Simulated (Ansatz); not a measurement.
# C3H5Ga (SMILES C#[C][GaH][CH3]): HSE06/6-31G(d) (spherical functions)

Aim: the energy change on altering one bond length of C3H5Ga at HSE06/6-31G* (spherical functions), from 2 runs. 

The results are computed with Ansatz 0.2.0.

64 further runs of the same task are left out: 64 set aside as unsound or not needed.

### Step 1. The molecule

The species is C3H5Ga (9 atoms), meant as a singlet with charge 0. SMILES: `C#[C][GaH][CH3]`. Geometry: relaxed at PBE0-D4/def2-TZVP.

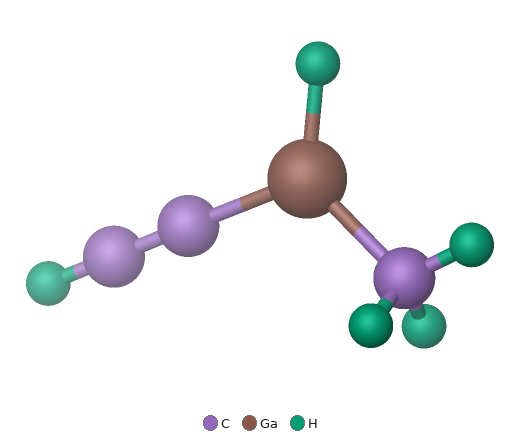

Viewed from a chosen angle; carbon purple, gallium brown, hydrogen teal.

### Step 2. The energy at HSE06/6-31G(d) (spherical functions)

Input file in.yaml:

```yaml
crystal:
  periodic: [false, false, false]
  atoms:
    - {symbol: C, position_ang: [1.498700, 0.816800, -2.138700]}
    - {symbol: C, position_ang: [0.950000, 0.745200, -1.062800]}
    - {symbol: Ga, position_ang: [0.068800, 0.611200, 0.643700]}
    - {symbol: C, position_ang: [-1.036100, -0.972500, 0.966400]}
    - {symbol: H, position_ang: [1.983700, 0.883100, -3.086100]}
    - {symbol: H, position_ang: [0.292600, 1.783100, 1.655500]}
    - {symbol: H, position_ang: [-0.451400, -1.877200, 0.782100]}
    - {symbol: H, position_ang: [-1.435200, -1.006300, 1.980000]}
    - {symbol: H, position_ang: [-1.871000, -0.983500, 0.260000]}
basis:
  gaussian: {orbitals: 6-31G_st_-spherical.json}
hamiltonian: {xc: {name: HSE06}}
accuracy: high
output: {orbitals: {seedname: orbitals}}
```

The basis set 6-31G* is read from a file made from the Basis Set Exchange's data (not shown).

On the command line:

```
ansatz run in.yaml --threads 1 --pin off --max-ram 3480MiB --events-out events.jsonl --progress --plain --runs-dir runs
```

The program printed:

```text
Warning: RAYON_NUM_THREADS=1 ignored (pool sized by the plan → 1); use --threads N
Functional definition: HSE06
  name "HSE06"
  parameter a = 0.25
  parameter omega = 0.11/bohr
  exchange = pbe_x - a*pbe_x_sr(omega) + a*exact_x_sr(omega)
  correlation = pbe_c
1868 factors; integrals over basis functions are off by at most 1.6e-8 eV
107 factors; integrals over basis functions are off by at most 1.7e-9 eV
mean field evaluation 1: about -55541.6766 eV, gradient 5.7e1 eV
mean field evaluation 2: about -55536.6077 eV, gradient 7.1e1 eV
mean field evaluation 4: about -55549.4680 eV, gradient 3.3e0 eV
mean field evaluation 8: about -55549.6601 eV, gradient 4.7e-1 eV
mean field evaluation 16: about -55549.6606 eV, gradient 5.4e-5 eV
mean field -55549.66060489 eV, -2041.4123743176 hartree, gradient 5.0e-8 eV, S^2 0.000000; 0 other end points of the search recorded, 0 dependent functions left out
reference -55549.66060965 eV, -2041.4123744923 hartree; 27, 27 occupied and 57, 57 virtual orbitals, 1868 factors
Total energy: -55549.66060965 eV, -2041.4123744923 hartree
```

It took 6.9 s on 1 thread of Intel Xeon Platinum 8488C (Sapphire Rapids), shared host; peak memory 0.31 GiB.

### Step 3. The distorted shape

Input file molecule.yaml:

```yaml
crystal:
  periodic: [false, false, false]
  atoms:
    - {symbol: C, position_ang: [0.797045, 1.902464, -1.917535]}
    - {symbol: C, position_ang: [0.248345, 1.830864, -0.841635]}
    - {symbol: Ga, position_ang: [-0.632855, 1.696864, 0.864865]}
    - {symbol: C, position_ang: [-1.737755, 0.113164, 1.187565]}
    - {symbol: H, position_ang: [1.282045, 1.968764, -2.864935]}
    - {symbol: H, position_ang: [-0.409055, 2.868764, 1.876665]}
    - {symbol: H, position_ang: [-0.451400, -1.877200, 0.782100]}
    - {symbol: H, position_ang: [-2.136855, 0.079364, 2.201165]}
    - {symbol: H, position_ang: [-2.572655, 0.102164, 0.481165]}
basis:
  gaussian:
    orbitals: 6-31G_st_-spherical.json
hamiltonian:
  xc: {name: HSE06}
accuracy: high
output: {orbitals: {seedname: orbitals}}
```

The basis set 6-31G* is read from a file made from the Basis Set Exchange's data (not shown).

On the command line:

```
ansatz run molecule.yaml --threads 1 --pin off --max-ram 3480MiB --events-out events.jsonl --progress --plain --runs-dir runs
```

The program printed, cut to the lines that bear on the results:

```text
Warning: RAYON_NUM_THREADS=1 ignored (pool sized by the plan → 1); use --threads N
[... 6 set-up lines as earlier in the session ...]
1872 factors; integrals over basis functions are off by at most 1.6e-8 eV
110 factors; integrals over basis functions are off by at most 1.8e-9 eV
mean field evaluation 1: about -55532.0232 eV, gradient 6.4e1 eV
mean field evaluation 2: about -55515.9294 eV, gradient 8.7e1 eV
mean field evaluation 4: about -55543.0143 eV, gradient 2.0e1 eV
mean field evaluation 8: about -55544.7310 eV, gradient 1.1e0 eV
mean field evaluation 16: about -55544.7354 eV, gradient 5.7e-4 eV
mean field -55544.73537282 eV, -2041.2313753771 hartree, gradient 9.3e-8 eV, S^2 0.000000; 0 other end points of the search recorded, 0 dependent functions left out
reference -55544.73537755 eV, -2041.2313755511 hartree; 27, 27 occupied and 57, 57 virtual orbitals, 1872 factors
Total energy: -55544.73537755 eV, -2041.2313755511 hartree
```

It took 6.9 s on 1 thread of Intel Xeon Platinum 8488C (Sapphire Rapids), shared host; peak memory 0.32 GiB.

### Step 4. Outcome

At HSE06/6-31G* (spherical functions):

```
                                                         quantity           value
                                        first shape: total energy  -2041.41237 Eh
                                         first shape: HOMO energy        -7.08 eV
                                         first shape: LUMO energy        -1.82 eV
                                       first shape: HOMO–LUMO gap         5.26 eV
                                    distorted shape: total energy  -2041.23138 Eh
                                     distorted shape: HOMO energy        -6.80 eV
                                     distorted shape: LUMO energy        -3.67 eV
                                   distorted shape: HOMO–LUMO gap         3.13 eV
energy change with the C4–H7 bond stretched from 1.093 to 2.404 Å        4.925 eV
```

In words: One bond (distorted shape) is far stretched, which a spin-restricted single reference describes badly; a broken-symmetry solution may lie lower. With the C4–H7 bond stretched from 1.093 to 2.404 Å the energy rises by 4.93 eV (475 kJ/mol). The first shape isn't relaxed at this level, so the change isn't measured from a minimum. A restricted reference can't describe the breaking bond well at this length.
